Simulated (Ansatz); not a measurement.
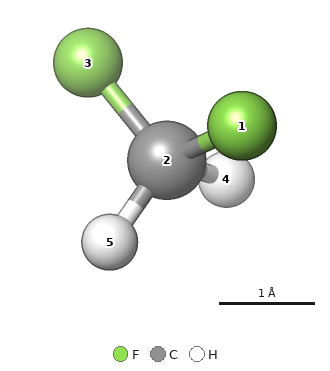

Figure 1. The input geometry (ball-and-stick view, seen at a tilt; atoms are numbered from 1 in the order of the input). Bond lengths as drawn: C–F 1.35 Å and C–H 1.09 Å.

Single-point calculation, with input and output: CH₂F₂

System: CH₂F₂.
Method: RKS B3LYP-D4/6-31G (Ansatz 0.2.0).

The geometry is one partner of a complex, in the basis of both. The input adds 5 ghost centres (basis functions without nuclei or electrons, not drawn) at the places of a partner molecule, so the energy is that in the basis of the pair. The geometry comes from this level: PBE0-D4/def2-TZVP.

## What the program printed
```
Functional definition: B3LYP
  name "B3LYP"
  cite "Stephens, Devlin, Chabalowski & Frisch, J. Phys. Chem. 98, 11623 (1994) doi:10.1021/j100096a001"
  cite "Becke, Phys. Rev. A 38, 3098 (1988) doi:10.1103/PhysRevA.38.3098"
  cite "Lee, Yang & Parr, Phys. Rev. B 37, 785 (1988) doi:10.1103/PhysRevB.37.785"
  cite "Vosko, Wilk & Nusair, Can. J. Phys. 58, 1200 (1980) doi:10.1139/p80-159"
  parameter a0 = 0.2
  parameter ax = 0.72
  parameter ac = 0.81
  exchange = (1 - a0 - ax)*slater_x + ax*b88_x + a0*exact_x
  correlation = (1 - ac)*vwn_rpa_c + ac*lyp_c
552 factors; integrals over basis functions are off by at most 7.7e-4 eV
mean field evaluation 1: about -6500.2160 eV, gradient 2.7e1 eV
mean field evaluation 2: about -6499.5612 eV, gradient 3.5e1 eV
mean field evaluation 4: about -6501.3005 eV, gradient 8.1e-1 eV
mean field evaluation 8: about -6501.2899 eV, gradient 3.3e-3 eV
mean field -6501.28989833 eV, -238.9179970311 hartree, gradient 1.3e-5 eV, S^2 0.000000; 0 other end points of the search recorded, 0 dependent functions left out
reference -6501.29005010 eV, -238.9180026083 hartree; 13, 13 occupied and 35, 35 virtual orbitals, 552 factors
Total energy: -6501.34877593 eV, -238.9201607428 hartree
```

The run was set up as follows.

## Input file
```yaml
crystal:
  periodic: [false, false, false]
  atoms:
    - {symbol: F, position_ang: [1.154574, -0.316242, 1.678764]}
    - {symbol: C, position_ang: [-0.174371, -0.105547, 1.809600]}
    - {symbol: F, position_ang: [-0.423032, 1.209108, 1.616106]}
    - {symbol: H, position_ang: [-0.698854, -0.679552, 1.041446]}
    - {symbol: H, position_ang: [-0.474065, -0.373744, 2.826457]}
basis:
  gaussian:
    orbitals: 6-31G
    ghost_atoms:
      - {symbol: C, position_ang: [0.122525, 0.052545, -1.793134]}
      - {symbol: H, position_ang: [-0.302801, 0.913168, -1.277404]}
      - {symbol: H, position_ang: [0.974038, -0.323619, -1.226584]}
      - {symbol: H, position_ang: [0.453280, 0.353171, -2.786871]}
      - {symbol: H, position_ang: [-0.631296, -0.729589, -1.888381]}
hamiltonian: {xc: {name: B3LYP}, dispersion: d4}
```

Command:
```bash
ansatz run in.yaml --threads 4 --pin off --events-out ev --progress --plain --max-ram 9574MiB
```

## Key numbers

- outcome: converged
- total energy: −6501.3488 eV
- mean-field energy: −6501.2901 eV
- dispersion energy: −0.0587 eV
- SCF solution under orbital rotations: stable
- hardware: 4 threads of Arm Neoverse V1, 23 GiB of memory available, shared host
- peak memory: 0.51 GiB
